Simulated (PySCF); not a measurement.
# C3H10N2Si2: the cost of one run

Programs: PySCF 2.14.0, with routines of our own; each step states its level. All values are computed. Atoms count from 0.

## (1) The system as given

17 atoms, charge 0, multiplicity 1; geometry from: GFN2-xTB.

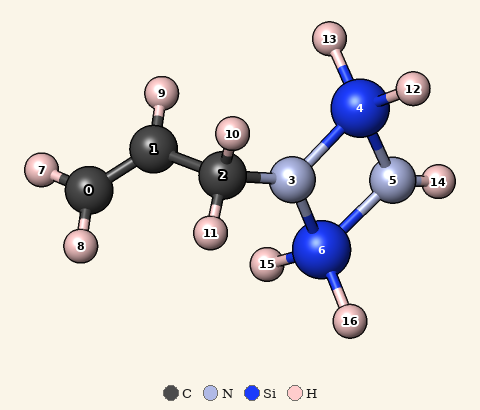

The starting geometry (carbon dark grey, nitrogen light blue, silicon blue, hydrogen pink).

## (2) Vibronic structure: TDA B3LYP/cc-pVDZ

The job: settings as JSON, then the geometry in Å.

```
{"job": {"kind": "vib", "xc": "B3LYP", "basis": "cc-pVDZ", "tda": true}, "charge": 0, "multiplicity": 1}
C      2.842035     0.135203    -0.391719
C      1.754290     0.535698     0.238639
C      0.536470     1.099567    -0.431334
N     -0.627047     0.303309    -0.157815
Si    -1.737264     0.321076     1.185192
N     -2.292868    -1.162914     0.467546
Si    -1.123210    -1.233565    -0.818096
H      3.683246    -0.292741     0.127625
H      2.941655     0.229833    -1.461155
H      1.660819     0.427109     1.311171
H      0.360497     2.118033    -0.062199
H      0.700022     1.148151    -1.513768
H     -2.667808     1.446221     1.124946
H     -1.157133     0.143717     2.516113
H     -3.051649    -1.771464     0.708186
H     -0.164176    -2.327965    -0.684150
H     -1.664878    -1.107238    -2.169093
```

Level: TDA B3LYP/cc-pVDZ vertical-gradient vibronic structure (displaced harmonic oscillators, Condon), gas phase.

Started as:

```sh
$ OMP_NUM_THREADS=1 python excited_run.py task.json out
```

One launch serves the whole session: the jobs run in the order shown.

**Question.** How long does this first job take on 1 thread of Arm Neoverse N1, shared host, and how much memory does it need?

About 52 s, with a peak of 0.88 GiB.
